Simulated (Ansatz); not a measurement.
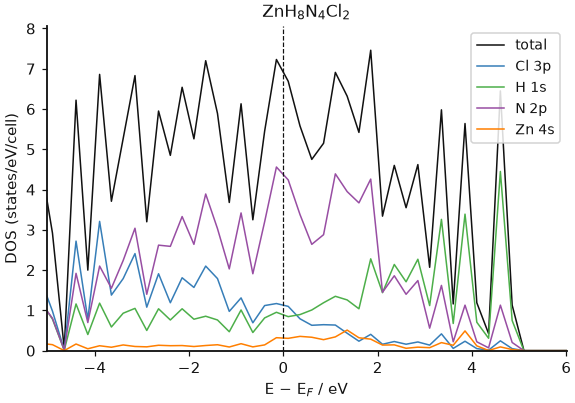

Density of states. Energies are counted from the Fermi level. The partial curves are projected on Löwdin-orthogonalised atomic shells.

The Ansatz input:

```
crystal:
  lattice:
    - [6.0149, -0.349933, -0.193485]
    - [1.434361, 4.93983, 0.048707]
    - [0.298198, 0.58078, 5.037602]
  atoms:
    - { symbol: H, position: [0.442385, 0.680911, 0.900175] }
    - { symbol: H, position: [0.397011, 0.29975, 0.503922] }
    - { symbol: H, position: [0.462431, 0.605858, 0.452891] }
    - { symbol: H, position: [0.353501, 0.937495, 0.657888] }
    - { symbol: Cl, position: [0.746439, 0.570923, 0.163039] }
    - { symbol: Cl, position: [0.745303, 0.342618, 0.701071] }
    - { symbol: "N", position: [0.666614, 0.846429, 0.546738] }
    - { symbol: "N", position: [0.240455, 0.589567, 0.186376] }
    - { symbol: "N", position: [0.039499, 0.906495, 0.68811] }
    - { symbol: "N", position: [0.947664, 0.930444, 0.24852] }
    - { symbol: H, position: [0.262845, 0.566153, 0.748349] }
    - { symbol: H, position: [0.057957, 0.254538, 0.224754] }
    - { symbol: H, position: [0.686214, 0.184748, 0.342691] }
    - { symbol: H, position: [0.033864, 0.442329, 0.454832] }
    - { symbol: Zn, position: [0.421992, 0.098816, 0.054644] }
kpoints:
  mp_grid: { grid: [3, 4, 4], shift: [0.5, 0.5, 0.5] }
magnetization:
  spin_polarized: false
scf:
  occupations: { method: gaussian, width: 0.1647 }
  lower_state_search: "off"
  max_iter: 200
hamiltonian:
  pseudopotentials: { kind: paw }
  xc: r2scan
basis:
  ecutwfc: 500
  fft_grid_basis: typed
output:
  forces: true
  stress: true
  eigenvalues: true
  populations: true
  elf: true
  write_potential: true
  volumetric_format: npy
  dos:
    e_range: [-12, 8]
    de: 0.05
    projected: { site_lists: { Cl: [Cl], H: [H], "N": ["N"], Zn: [Zn] } }
checkpoint:
  read: saved_state
```

What is the density of states at the Fermi level?

Answer. It is a metal. The density of states at the Fermi level is about 7 per eV and cell (mean within 0.25 eV), or 0.46 per atom.

What carries the states at the Fermi level?

Answer. By projected weight, the states within 0.3 eV of the Fermi level are N 2p (65 %), Cl 3p (15 %) and H 1s (15 %).

The atoms aren't at rest in this cell (largest force 3.7 eV/Å), so the relaxed material can differ.
